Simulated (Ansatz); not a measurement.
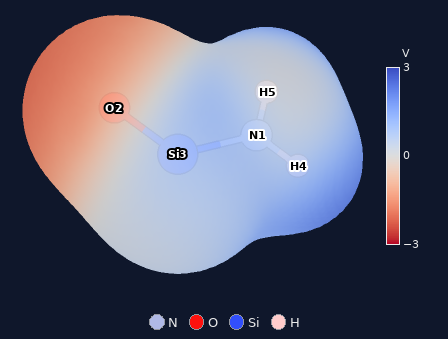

*H2NOSi (SMILES N[Si]=O) (doublet). The electrostatic potential painted on the density surface at 0.001 e/bohr³, seen at a tilt; red is negative and blue positive.*

Geometry: r2SCAN-D4/def2-SVP.

Computed with Ansatz 0.2.0, isolated molecule in a Gaussian basis; Kohn-Sham density functional theory, functional PBE0.

Input

```
crystal:
  periodic: [false, false, false]
  atoms:
    - {symbol: "N", position_ang: [-0.469091, -0.534516, 0.503508]}
    - {symbol: O, position_ang: [2.106117, -0.275703, -0.744165]}
    - {symbol: Si, position_ang: [0.713706, -0.951852, -0.651041]}
    - {symbol: H, position_ang: [-1.379364, -0.978992, 0.561618]}
    - {symbol: H, position_ang: [-0.325386, 0.189995, 1.204004]}
basis:
  gaussian: {orbitals: def2-TZVPD}
magnetization: {spin_polarized: true, initial_magnetization: 1}
hamiltonian: {xc: {name: PBE0}}
output: {forces: true, orbitals: {seedname: orbitals}}
```

Launched as:

```sh
ansatz run input.yaml --threads 1 --pin off --max-ram 2610MiB --events-out events.jsonl --progress --plain --runs-dir runs
```

Q: Which sites attract a positive test charge, and which a negative one?

A: A positive charge is drawn to the negative regions and a negative charge to the positive ones. The most negative region (about −2.0 V) lies over O2, the most positive (about +2.1 V) over H4. O2 is the likeliest acceptor of a hydrogen bond.
